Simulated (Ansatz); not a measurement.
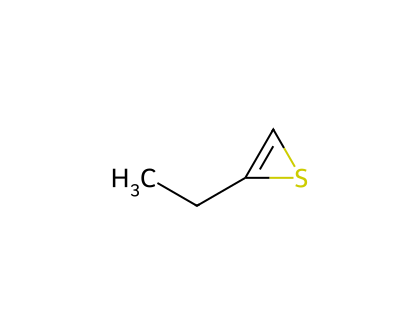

The drawing above gives the connectivity. The geometry was computed by an optimisation with PBE0-D4/def2-TZVP. No frequency run is at hand to confirm it as a minimum.

Describe the 3D structure.

It has 11 atoms: 4 carbon, 6 hydrogen and 1 sulfur (C₄H₆S). SMILES: `CCC1=CS1`. Independent rings (smallest set): 1 of 3 members. Among its groups: alkene, thioether. This geometry has Cs symmetry. Coordination, clear cases only: 2 C tetrahedral.

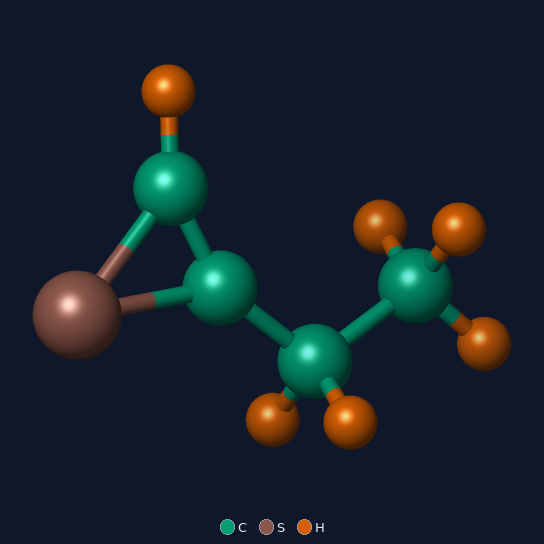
